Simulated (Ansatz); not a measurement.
## Electronic structure of C6H9Al (SMILES C=[CH][Al]([CH]=C)[CH]=C) in real space

Input file:

```
crystal:
  periodic: [false, false, false]
  atoms:
    - {symbol: C, position_ang: [-2.742251, 0.713875, 0.444501]}
    - {symbol: C, position_ang: [-1.538442, 1.184053, 0.105886]}
    - {symbol: Al, position_ang: [-0.001292, -0.001388, 0.002268]}
    - {symbol: C, position_ang: [-0.205649, -1.894070, 0.395808]}
    - {symbol: C, position_ang: [0.840474, -2.722540, 0.331475]}
    - {symbol: C, position_ang: [1.739868, 0.705922, -0.494636]}
    - {symbol: C, position_ang: [1.897595, 2.004338, -0.766887]}
    - {symbol: H, position_ang: [-2.906680, -0.337387, 0.672626]}
    - {symbol: H, position_ang: [-3.627568, 1.344168, 0.513640]}
    - {symbol: H, position_ang: [-1.484694, 2.253341, -0.102416]}
    - {symbol: H, position_ang: [-1.156791, -2.347020, 0.678352]}
    - {symbol: H, position_ang: [0.767633, -3.787957, 0.544596]}
    - {symbol: H, position_ang: [1.834991, -2.374470, 0.059413]}
    - {symbol: H, position_ang: [2.636716, 0.089789, -0.570128]}
    - {symbol: H, position_ang: [1.068071, 2.707242, -0.721597]}
    - {symbol: H, position_ang: [2.855222, 2.439505, -1.048699]}
basis:
  gaussian: {orbitals: def2-TZVPP}
hamiltonian: {xc: pbe0, dispersion: d4}
output: {orbitals: {seedname: orbitals}}
```

Run with:

```sh
ansatz run in.yaml --threads 2 --pin off --events-out ev --progress --plain --max-ram 32768MiB --backend cuda --devices 0, --max-vram 18GiB
```

Geometry: PBE0-D4/def2-TZVP.

All numbers below come from RKS PBE0-D4/def2-TZVPP in Ansatz 0.2.0.

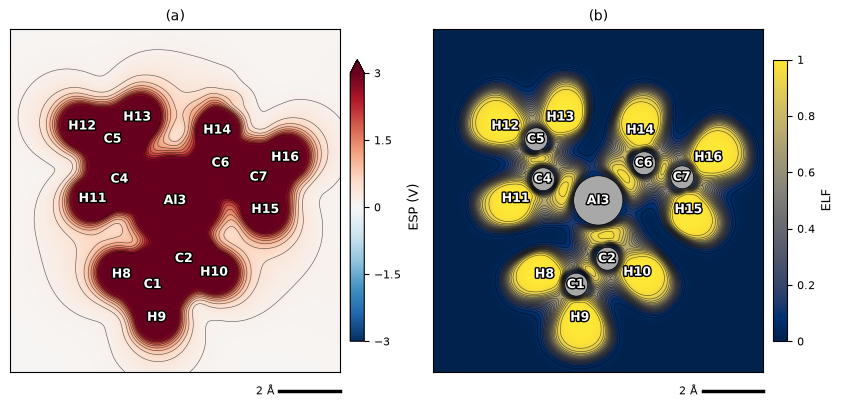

Figure 1. (a) molecular electrostatic potential; (b) electron localisation function on the molecular plane. Grey discs cover the atomic cores in the ELF map.

Question: Interpret the plot.

Answer:
- The plane passes through C, Al and H nuclei.
- C–C (1.34 Å): the ELF peaks at about 0.95 between the atoms: a short, multiple covalent bond.
- C–Al (1.94 Å): the ELF peaks at about 0.95 between the atoms; a shared but strongly polarised pair.
- C–H (1.09 Å): the ELF climbs to about 1 towards the hydrogen, as it does in any bond to H (a covalent bond by its length).
- The potential has no marked negative region in this plane.

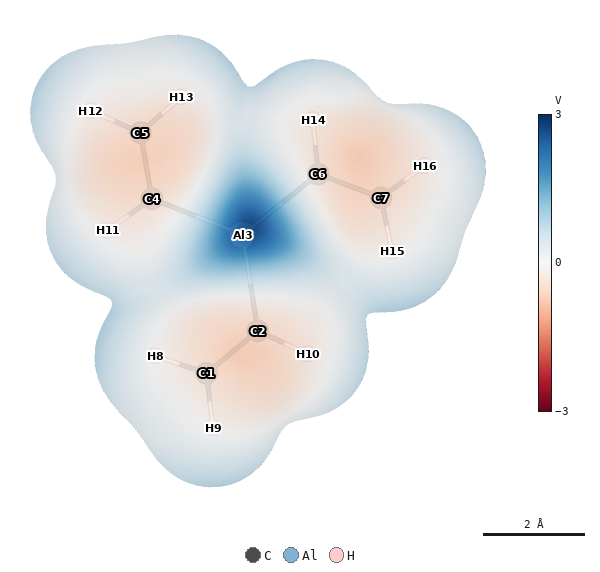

Figure 2. The molecular electrostatic potential painted on the density surface at 0.002 e/bohr³, seen across its widest extent; red is negative and blue positive.

Question: Which sites attract a positive test charge, and which a negative one?

Answer: A positive charge is drawn to the negative regions and a negative charge to the positive ones. The most negative region (about −0.7 V) lies over the π face of the C atoms, the most positive (about +2.6 V) over Al3.

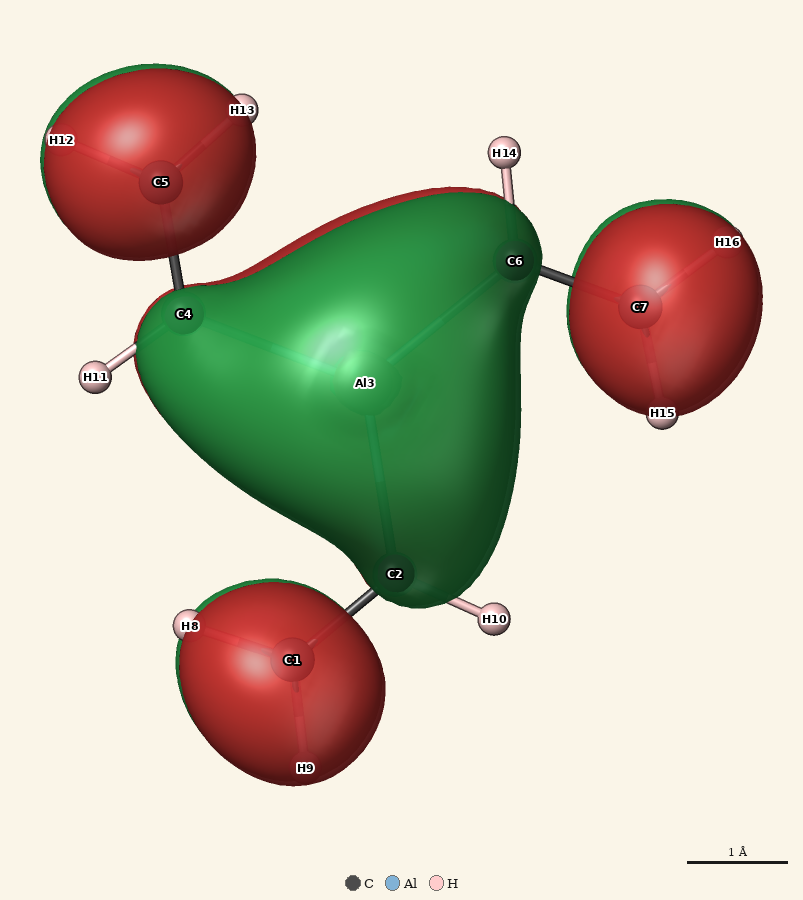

Figure 3. The LUMO at ±0.06 Å⁻³ᐟ² (green and red are the two phases), seen across its widest extent.

Question: What is the character of this orbital?

Answer: Its weight (Hirshfeld) is mainly on Al3 (about 40 %), C1 (about 10 %), C7 (about 10 %), C5 (about 10 %), C4 (about 5 %), C2 (about 5 %) and C6 (about 5 %); it changes sign across the molecular plane (π type). Its energy is −1.51 eV.
